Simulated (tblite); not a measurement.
Run report: C$_{4}$H$_{12}$SSi$_{2}$, geometry relaxation (part 1 of 2)

C$_{4}$H$_{12}$SSi$_{2}$, computed with GFN2-xTB geometry optimisation, gas phase (tblite 0.8.0).

It belongs to a series of runs on one base structure; here: H on C replaced by C(S)CH3.

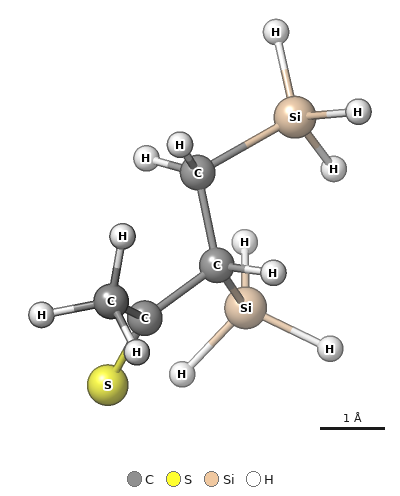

The starting structure (ball-and-stick view, seen at a tilt). Bond lengths as drawn: C–C 1.46 to 1.49 Å, C–H 1.10 to 1.14 Å, C–S 1.43 Å, C–Si 1.87 to 1.88 Å and H–Si 1.47 to 1.48 Å.

Input file
```
{"job": {"kind": "relax", "xc": "GFN2-xTB", "basis": "xTB"}, "charge": 0, "multiplicity": 1}
C     -2.029600     1.649200    -0.256700
C     -1.613900     0.250300    -0.235000
S     -2.525800    -0.753300    -0.699700
C     -0.258800    -0.081100     0.280700
Si    -0.110400    -1.950800     0.229200
C      0.852900     0.550700    -0.481800
Si     2.463100     0.019600     0.307700
H     -2.684800     1.763800    -1.150300
H     -1.199700     2.370900    -0.290800
H     -2.728100     1.821500     0.621500
H     -0.161500     0.256600     1.349200
H      1.061500    -2.413300    -0.523200
H     -1.334500    -2.470800    -0.424400
H     -0.087500    -2.427700     1.628600
H      0.800600     1.665700    -0.478100
H      0.898500     0.190600    -1.531900
H      2.373000    -1.402500     0.680500
H      2.660100     0.774400     1.560200
H      3.615200     0.195300    -0.593200
```

The first line tells a small driver script what to run in tblite; the rest is the geometry in Å.

Machine: 1 CPU thread, shared host.

Launched with:
```bash
OMP_NUM_THREADS=1 python <driver script> task.json out
```

What the program printed
```
step      E/eV     max force
  0    -578.87340   14.277
  1    -579.67223    6.621
  2    -580.18606    3.708
  3    -580.44047    2.333
  4    -580.52270    0.850
  5    -580.60466    0.631
  6    -580.69778    0.775
  7    -580.73553    0.700
  8    -580.77725    0.466
  9    -580.81468    0.638
 10    -580.85746    0.762
 11    -580.89274    0.453
 12    -580.91380    0.264
 13    -580.92677    0.339
 14    -580.93796    0.348
 15    -580.94828    0.230
 16    -580.95715    0.207
 17    -580.96424    0.200
 18    -580.97057    0.221
 19    -580.97651    0.174
 20    -580.98210    0.205
 21    -580.98792    0.192
 22    -580.99419    0.232
 23    -581.00076    0.197
 24    -581.00784    0.199
 25    -581.01521    0.169
 26    -581.02148    0.186
 27    -581.02600    0.168
 28    -581.02990    0.167
 29    -581.03455    0.154
 30    -581.04066    0.227
 31    -581.04777    0.237
 32    -581.05443    0.254
 33    -581.06029    0.231
 34    -581.06611    0.183
 35    -581.07317    0.246
 36    -581.08241    0.243
 37    -581.09344    0.237
 38    -581.10531    0.256
 39    -581.11755    0.272
 40    -581.13005    0.280
 41    -581.12850    0.841
 42    -581.15157    0.355
 43    -581.16033    0.254
 44    -581.17483    0.211
 45    -581.18296    0.252
 46    -581.19655    0.326
 47    -581.20935    0.256
 48    -581.21916    0.177
 49    -581.22520    0.197
 50    -581.23138    0.254
 51    -581.23858    0.273
 52    -581.24526    0.207
 53    -581.25051    0.146
 54    -581.25517    0.152
 55    -581.26038    0.213
 56    -581.26663    0.220
 57    -581.27407    0.153
 58    -581.27872    0.150
 59    -581.28182    0.125
 60    -581.28421    0.111
 61    -581.28637    0.108
 62    -581.28861    0.124
 63    -581.29122    0.130
 64    -581.29397    0.128
 65    -581.29666    0.115
 66    -581.29881    0.106
 67    -581.30078    0.124
 68    -581.30261    0.109
 69    -581.30477    0.136
 70    -581.30656    0.127
 71    -581.30843    0.105
 72    -581.31007    0.154
 73    -581.31179    0.123
 74    -581.31351    0.119
 75    -581.31562    0.149
 76    -581.31801    0.189
 77    -581.32174    0.238
 78    -581.32644    0.233
 79    -581.33618    0.243
 80    -581.34287    0.197
 81    -581.34190    0.421
 82    -581.35146    0.335
 83    -581.35488    0.136
 84    -581.35934    0.144
 85    -581.36473    0.245
 86    -581.37019    0.156
 87    -581.37545    0.120
 88    -581.37788    0.118
 89    -581.37969    0.093
 90    -581.38111    0.095
 91    -581.38260    0.112
 92    -581.38380    0.091
 93    -581.38489    0.086
 94    -581.38549    0.068
 95    -581.38597    0.043
 96    -581.38633    0.048
 97    -581.38677    0.059
 98    -581.38734    0.069
 99    -581.38796    0.068
100    -581.38857    0.059
101    -581.38919    0.059
102    -581.38979    0.052
103    -581.39027    0.041
104    -581.39060    0.035
105    -581.39087    0.039
106    -581.39118    0.049
107    -581.39151    0.043
108    -581.39178    0.034
109    -581.39193    0.033
110    -581.39203    0.023
111    -581.39213    0.023
112    -581.39223    0.023
113    -581.39233    0.024
114    -581.39241    0.024
115    -581.39248    0.022
116    -581.39256    0.017
117    -581.39265    0.018
118    -581.39272    0.016
119    -581.39276    0.015
120    -581.39279    0.015
121    -581.39282    0.013
122    -581.39288    0.020
123    -581.39296    0.024
124    -581.39305    0.022
125    -581.39311    0.015
126    -581.39313    0.010
127    -581.39315    0.010
128    -581.39317    0.012
129    -581.39320    0.012
130    -581.39324    0.015
131    -581.39328    0.013
132    -581.39331    0.011
133    -581.39334    0.009
```

Trajectory as extended XYZ (Å, eV, eV/Å), 12 of the 134 frames kept, from step=0 to step=133
```
19
Properties=species:S:1:pos:R:3:forces:R:3 step=0 energy=-578.87340
C    -2.0296    1.6492   -0.2567   -1.2020   1.7640   0.0480
C    -1.6139    0.2503   -0.2350    8.1980   8.1970   4.1780
S    -2.5258   -0.7533   -0.6997  -10.4500  -8.3550  -4.9830
C    -0.2588   -0.0811    0.2807    0.1320  -0.1150   1.2800
Si   -0.1104   -1.9508    0.2292   -0.2840  -1.9310   0.2220
C     0.8529    0.5507   -0.4818    0.8520   0.9110  -0.9760
Si    2.4631    0.0196    0.3077    1.2960  -0.0630   0.6360
H    -2.6848    1.7638   -1.1503    0.4510   0.3390   0.4970
H    -1.1997    2.3709   -0.2908   -0.5210  -0.1380   0.2470
H    -2.7281    1.8215    0.6215    0.9930   0.1120  -0.7550
H    -0.1615    0.2566    1.3492   -0.3070   0.0030  -0.6670
H     1.0615   -2.4133   -0.5232   -0.3580  -0.0340  -0.1060
H    -1.3345   -2.4708   -0.4244    1.4510  -1.0380   0.4480
H    -0.0875   -2.4277    1.6286    0.0660   0.1070  -0.2280
H     0.8006    1.6657   -0.4781   -0.0880  -0.6480  -0.2570
H     0.8985    0.1906   -1.5319   -0.4210   0.4090   0.3910
H     2.3730   -1.4025    0.6805    0.4090   0.3930   0.1240
H     2.6601    0.7744    1.5602   -0.0170   0.0000  -0.1740
H     3.6152    0.1953   -0.5932   -0.1980   0.0860   0.0770
19
Properties=species:S:1:pos:R:3:forces:R:3 step=12 energy=-580.91380
C    -2.0331    1.7711   -0.2556    0.0990  -0.1510  -0.0270
C    -1.6639    0.3207   -0.3020    0.0470  -0.1580   0.0730
S    -2.8195   -0.7051   -0.8098   -0.1230  -0.0620  -0.1420
C    -0.3478   -0.1723    0.2168    0.1510  -0.0360   0.0740
Si   -0.1638   -2.1103    0.2591   -0.0230   0.0350  -0.0770
C     0.8592    0.4829   -0.4853    0.2080   0.0070   0.0600
Si    2.5460    0.0769    0.3357    0.1360  -0.0840   0.1090
H    -2.6590    1.9817   -1.1214    0.0260   0.1730   0.0600
H    -1.1807    2.4461   -0.2314   -0.0070  -0.0380   0.0270
H    -2.6441    1.9367    0.6370    0.0960   0.0440  -0.0590
H    -0.3108    0.2005    1.2500   -0.0260  -0.0710   0.1210
H     1.0097   -2.4748   -0.5500   -0.0350   0.0840   0.1090
H    -1.2191   -2.8788   -0.3748   -0.1520  -0.0350   0.1140
H    -0.0184   -2.4919    1.6787   -0.0180   0.0960  -0.2450
H     0.7679    1.5730   -0.4582   -0.1140  -0.0060  -0.0920
H     0.8652    0.1959   -1.5396   -0.0010  -0.0250   0.0480
H     2.6183   -1.3152    0.7819    0.0220   0.0290  -0.0120
H     2.7221    0.8777    1.5620   -0.0710   0.0730  -0.2070
H     3.6621    0.2944   -0.6005   -0.2150   0.1250   0.0660
19
Properties=species:S:1:pos:R:3:forces:R:3 step=24 energy=-581.00784
C    -1.9657    1.7665   -0.2419    0.0470  -0.1450   0.0170
C    -1.6704    0.3003   -0.3253    0.1000  -0.0700  -0.0730
S    -2.8245   -0.6732   -0.9430    0.1510   0.0860   0.0000
C    -0.3730   -0.2207    0.2221    0.0060  -0.0030   0.0240
Si   -0.2184   -2.1518    0.2181   -0.0560   0.0670   0.0220
C     0.8524    0.4356   -0.4539   -0.1290  -0.0450  -0.0500
Si    2.5462    0.1152    0.3713   -0.1320   0.0310  -0.0670
H    -2.5797    2.0634   -1.0950    0.0770   0.0460   0.1780
H    -1.0623    2.3753   -0.1950   -0.1420  -0.0190   0.0110
H    -2.5447    1.9322    0.6724    0.0410   0.0790  -0.1090
H    -0.3526    0.1055    1.2726   -0.0460   0.0430   0.0010
H     0.9727   -2.4522   -0.5815   -0.0910  -0.0700  -0.0310
H    -1.3354   -2.9501   -0.2725    0.0660   0.0890   0.0160
H    -0.0110   -2.4752    1.6322    0.0450  -0.0730   0.0270
H     0.7325    1.5238   -0.4870   -0.0440  -0.0680  -0.0240
H     0.8822    0.1053   -1.4937    0.0110  -0.0110  -0.0410
H     2.7101   -1.2641    0.8151    0.0140  -0.0080   0.0470
H     2.6739    1.0277    1.5052   -0.0040   0.0340   0.1040
H     3.5579    0.4455   -0.6276    0.0880   0.0360  -0.0520
19
Properties=species:S:1:pos:R:3:forces:R:3 step=36 energy=-581.08241
C    -1.8828    1.7429   -0.1822    0.0100  -0.0120   0.0950
C    -1.6169    0.2807   -0.3602    0.1160   0.1360  -0.1640
S    -2.6218   -0.6069   -1.2777   -0.0070   0.0270  -0.0720
C    -0.3728   -0.2611    0.2705   -0.1700  -0.1120   0.0170
Si   -0.2663   -2.1898    0.2679    0.0470  -0.0740   0.0460
C     0.8156    0.3595   -0.4832   -0.0420  -0.0810  -0.0940
Si    2.5077    0.2248    0.3694    0.0410   0.0140   0.0360
H    -2.4698    2.1447   -1.0072   -0.0490  -0.0870   0.1200
H    -0.9605    2.3129   -0.0900   -0.0230   0.0530   0.0010
H    -2.4249    1.8881    0.7516   -0.1810   0.0030   0.0120
H    -0.3575    0.1253    1.2969    0.0660  -0.0220   0.0620
H     0.7821   -2.5764   -0.6927   -0.1060   0.0580   0.1180
H    -1.5081   -2.8484   -0.1257    0.0780   0.0190   0.1490
H     0.1037   -2.6036    1.6372   -0.0360   0.0980  -0.1960
H     0.6156    1.4187   -0.6526    0.1580   0.0610  -0.0170
H     0.8486   -0.0856   -1.4766    0.0860  -0.0740  -0.1100
H     2.7749   -1.1201    0.8752   -0.0100  -0.0120  -0.0650
H     2.5322    1.1548    1.5014   -0.0220   0.0340   0.0260
H     3.4911    0.6488   -0.6293    0.0460  -0.0290   0.0350
19
Properties=species:S:1:pos:R:3:forces:R:3 step=48 energy=-581.21916
C    -1.9570    1.7172   -0.0545   -0.0170  -0.0330  -0.0180
C    -1.4976    0.3470   -0.4310   -0.0360  -0.0580  -0.1040
S    -2.1954   -0.4337   -1.6772   -0.0920  -0.0910  -0.0980
C    -0.3066   -0.2326    0.2373   -0.0110  -0.0160  -0.0020
Si   -0.3311   -2.1606    0.3181   -0.0300   0.0080  -0.0310
C     0.8858    0.2679   -0.6132   -0.0220   0.0340   0.0740
Si    2.5110    0.2613    0.3729   -0.0580  -0.0320  -0.0530
H    -2.5862    2.1255   -0.8426    0.0440   0.0530  -0.0150
H    -1.1068    2.3746    0.1275   -0.0170   0.0110  -0.0030
H    -2.5539    1.6970    0.8568    0.0290  -0.1370   0.1050
H    -0.2323    0.1847    1.2482    0.0770   0.0650  -0.0270
H     0.5406   -2.6754   -0.7451   -0.1750   0.0220   0.0170
H    -1.7072   -2.6545    0.2469    0.1160   0.0420  -0.0060
H     0.2482   -2.5878    1.6009   -0.0330   0.1240  -0.0200
H     0.6898    1.2935   -0.9430    0.0170   0.0130   0.0220
H     0.9468   -0.3236   -1.5308    0.0380   0.0320   0.1120
H     2.7434   -1.1120    0.8253    0.0780   0.0830   0.0540
H     2.3134    1.1885    1.5012    0.0990  -0.1130  -0.0740
H     3.5852    0.7323   -0.5052   -0.0060  -0.0070   0.0670
19
Properties=species:S:1:pos:R:3:forces:R:3 step=60 energy=-581.28421
C    -2.0503    1.6417   -0.0169    0.0120  -0.0440   0.0240
C    -1.4612    0.3718   -0.5324   -0.0360   0.0240  -0.0140
S    -2.0829   -0.3813   -1.8370    0.0370  -0.0100   0.0100
C    -0.2673   -0.1649    0.1664   -0.0710   0.0210  -0.0560
Si   -0.3829   -2.0777    0.3375    0.0190   0.0580   0.0150
C     0.9656    0.2587   -0.6616   -0.0110  -0.0130   0.0540
Si    2.5579    0.2236    0.3776    0.0290  -0.0250   0.0030
H    -2.7273    2.0974   -0.7371    0.0260  -0.0590   0.0040
H    -1.2598    2.3469    0.2459   -0.0550   0.0000   0.0050
H    -2.6130    1.4151    0.8923    0.0190   0.0510  -0.0020
H    -0.1895    0.3051    1.1568   -0.0570  -0.0310  -0.0900
H     0.2798   -2.7009   -0.8033    0.0220  -0.0120   0.0170
H    -1.7652   -2.5349    0.4209   -0.0510   0.0760   0.0240
H     0.2924   -2.3660    1.6055    0.0410  -0.0760  -0.0110
H     0.8080    1.2777   -1.0349    0.0350  -0.0330   0.0320
H     1.0416   -0.3768   -1.5464    0.0240   0.0610   0.0330
H     2.8156   -1.1376    0.8470    0.0070  -0.0030  -0.0070
H     2.3430    1.1056    1.5320    0.0390   0.0000  -0.0270
H     3.6859    0.7058   -0.4198   -0.0290   0.0150  -0.0130
```
